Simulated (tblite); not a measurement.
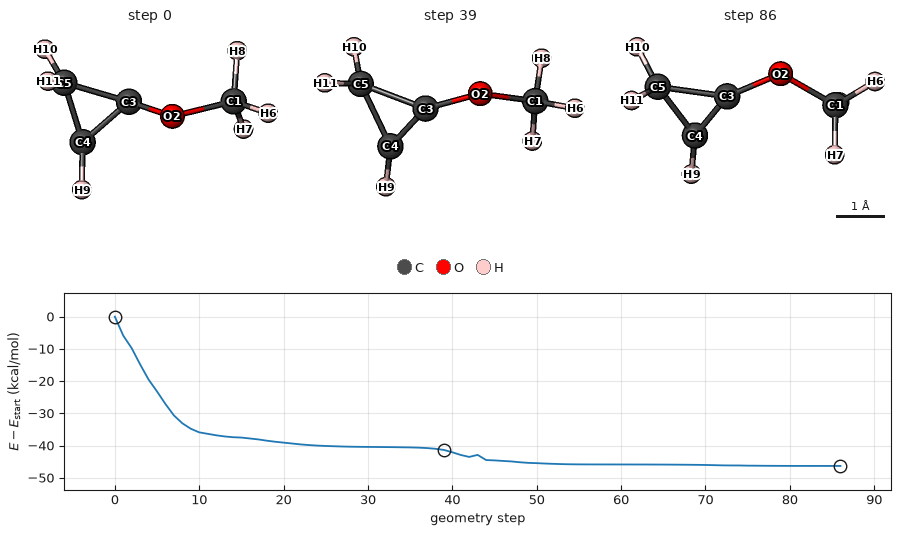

Frames of a relaxation of C₄H₆O, marked on the history of the run. Style: ball-and-stick. Shown face on.

Method: tblite, GFN2-xTB geometry optimisation, gas phase. 

**What happens along the run?**

The atom that moves furthest after the best rigid fit is H8 (1.39 Å). Largest moves by element: H 1.39 Å, O 0.92 Å, C 0.42 Å. Some distances before and after: C4–C5 1.427 → 1.515 Å, C3–C4 1.345 → 1.301 Å, C3–C5 1.451 → 1.488 Å, C4–H9 1.088 → 1.060 Å. Among the angles between lasting bonds that change: O2–C3–C4 121.0° → 152.5°, C3–C4–H9 121.2° → 152.3°, O2–C3–C5 127.3° → 142.1°. Over 86 geometry steps the energy falls by 46.3 kcal/mol. From step 0 to 39: H9 moves most (0.77 Å), energy −41.4 kcal/mol. From step 39 to 86: H7 moves most (1.03 Å), energy −4.97 kcal/mol.
